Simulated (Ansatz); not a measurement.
# CH2ClFOSi: what the fields show

```yaml
atoms:
  - { symbol: F, position_ang: [-1.1471, -1.5622, 1.2483] }
  - { symbol: Si, position_ang: [-0.2420, -0.2686, 0.8399] }
  - { symbol: O, position_ang: [1.0637, -0.5909, -0.2118] }
  - { symbol: C, position_ang: [0.0805, 0.2134, -0.8871] }
  - { symbol: Cl, position_ang: [0.6403, 1.8454, -1.3012] }
  - { symbol: H, position_ang: [0.0246, 0.5570, 2.0528] }
  - { symbol: H, position_ang: [-0.3588, -0.2622, -1.7866] }
```

All numbers below come from RKS LDA/cc-pVDZ in Ansatz 0.2.0.

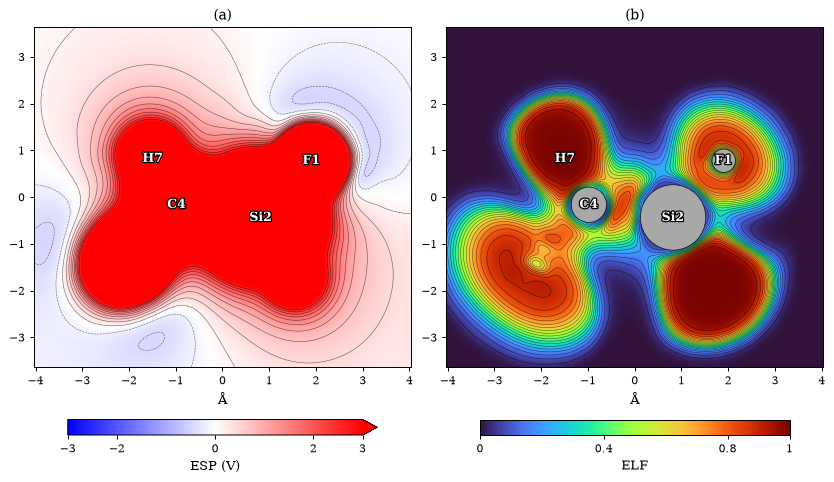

Figure 1. (a) electrostatic potential; (b) electron localisation function on the plane of atoms Si2, C4 and H7. Grey discs cover the atomic cores in the ELF map.

### Interpret the plot.

- The section cuts through F, Si, C and H sites.
- Si–F (1.63 Å): the ELF peaks at about 0.80 in the valence shell of F, 0.6 Å from its nucleus, and is about 0.50 at the midpoint.
- C–Si (1.82 Å): the ELF peaks at about 0.85 between the atoms, as expected for a covalent bond.
- C–H (1.11 Å): the ELF climbs to about 1 towards the hydrogen, as it does in any bond to H (a covalent bond by its length).
- The ELF also peaks beside Cl5 and F1, away from the bonds: lone-pair regions.
- Outside the dense part of the molecule the potential is most negative (−0.5 V) near F1.

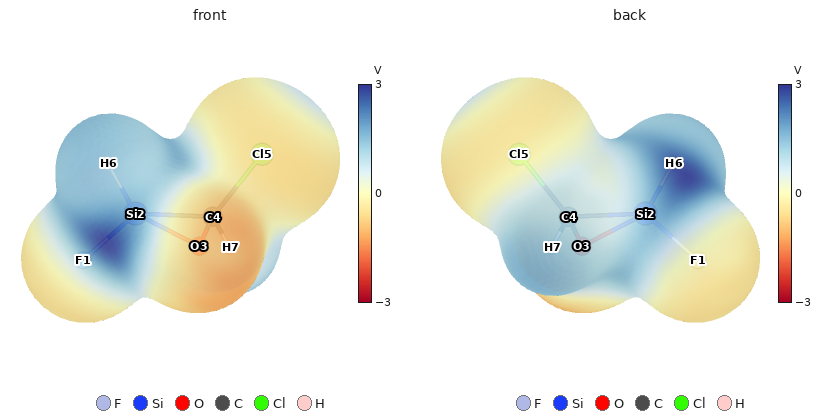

Figure 2. The molecular electrostatic potential painted on the density surface at 0.004 e/bohr³, seen from the front and from behind; red is negative and blue positive.

### Which sites attract a positive test charge, and which a negative one?

A positive charge is drawn to the negative regions and a negative charge to the positive ones. The most negative region (about −1.2 V) lies over O3, the most positive (about +2.8 V) over Si2. Cl5 shows a σ-hole: about +0.7 V at the tip opposite its bond, against about −0.4 V on its flanks. O3 is the likeliest acceptor of a hydrogen bond.

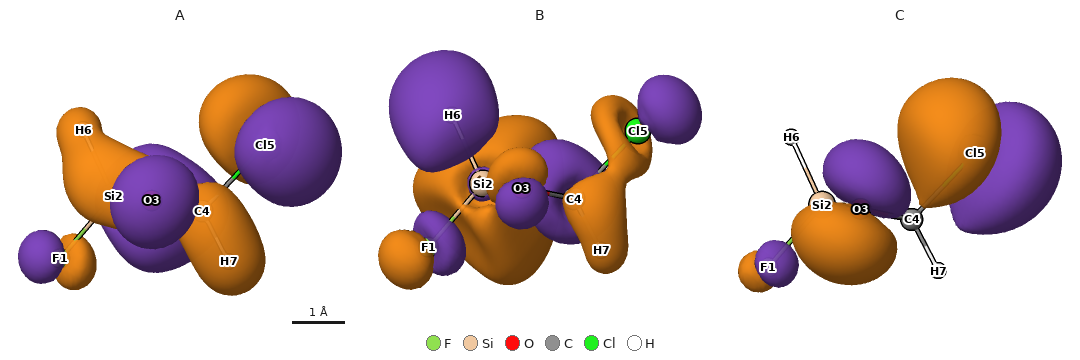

Figure 3. Three frontier orbitals at ±0.08 Å⁻³ᐟ² (orange and purple are the two phases), in no order.

### Order the three orbitals by energy and name them.

C is the HOMO−1 (−7.52 eV). Its weight (Hirshfeld) is mainly on Cl5 (about 55 %) and O3 (about 35 %). A is the HOMO (−6.43 eV). It lies mainly on Cl5 (about 35 %), C4 (about 20 %), Si2 (about 20 %) and O3 (about 20 %). B is the LUMO (−1.64 eV). Its weight (Hirshfeld) is mainly on Si2 (about 50 %), C4 (about 15 %), F1 (about 10 %), H6 (about 10 %) and Cl5 (about 5 %).

### What is the HOMO–LUMO gap?

4.79 eV between the orbital energies.
